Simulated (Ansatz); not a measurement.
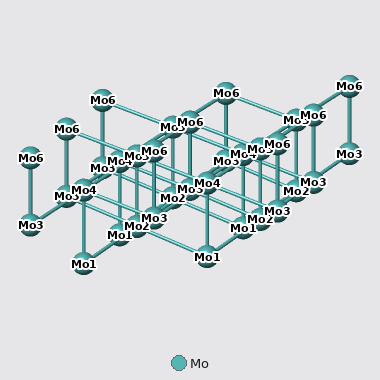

The system is CO on a Mo(111) slab cut from the Im-3m phase, its upper half relaxed before the scan (6 atoms of substrate and one adsorbate in a 1 × 1 cell); the picture shows it without the atoms that are moved over the map. CO stands on one site of a rigid substrate while its tilt and height are varied at a fixed bond length; it sits over a bridge site, heights counted from the top plane, tilted towards a direction equivalent to the long diagonal of the hexagonal 1 × 1 surface cell. First axis: tilt of the C7-O8 axis from the surface normal. Second axis: height of C7 above the plane of Mo6. The grid has 7 × 6 points. Points are written as (first, second). All energies are given in eV relative to the lowest grid point. The runs have no spin polarisation; a magnetic state may lie lower. These are results of DFT PBE, scalar-relativistic, plane waves, PAW (Ansatz 0.2.0), not measurements. Settings: cutoff 420 eV, k-mesh 6×6×1, gaussian smearing 0.1 eV, no spin polarisation.

Range: tilt of the C7-O8 axis from the surface normal from 0 to 90°; height of C7 above the plane of Mo6 from 1.62 to 3.17 Å.

Q: What landscape does the calculation give?

A: The lowest grid point is at (30°, 1.62 Å). It lies at the edge of the scanned range, so the true minimum may lie outside. The highest grid point, (90°, 3.17 Å), lies 1.34 eV above the lowest.

| second ↓, first → | 0 | 15 | 30 | 45 | 60 | 75 | 90 |
| --- | --- | --- | --- | --- | --- | --- | --- |
| 3.17 | 1.28 | 1.26 | 1.23 | 1.22 | 1.23 | 1.27 | 1.34 |
| 2.67 | 1.10 | 1.05 | 1.02 | 1.03 | 1.08 | 1.18 | 1.31 |
| 2.32 | 0.82 | 0.74 | 0.72 | 0.77 | 0.88 | 1.06 | 1.26 |
| 2.06 | 0.53 | 0.43 | 0.41 | 0.50 | 0.68 | 0.92 | 1.20 |
| 1.84 | 0.29 | 0.16 | 0.15 | 0.26 | 0.49 | 0.80 | 1.14 |
| 1.62 | 0.20 | 0.03 | 0.00 | 0.12 | 0.37 | 0.70 | 1.13 |

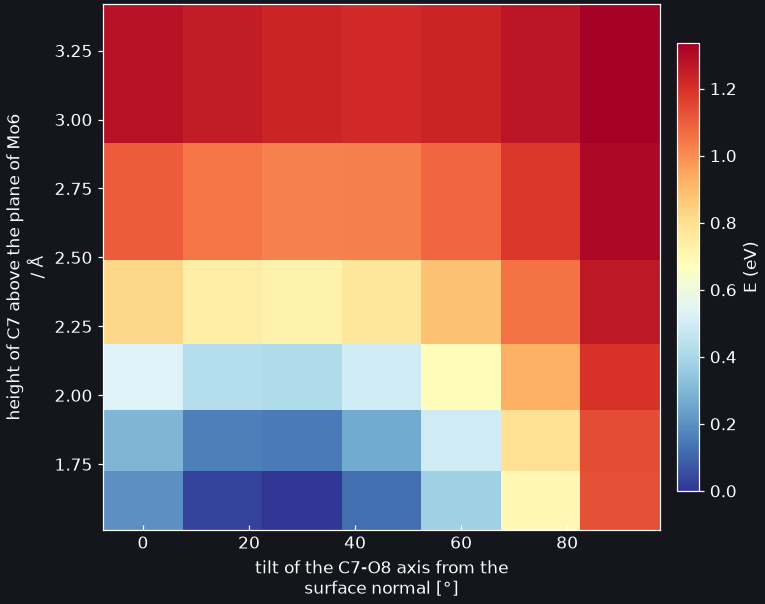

Drawn: one coloured cell a grid point.

Time for the 42 points that were run: 22 min on 2 threads of Arm Neoverse N1 (shared host).

PAW datasets: the set soft_1.
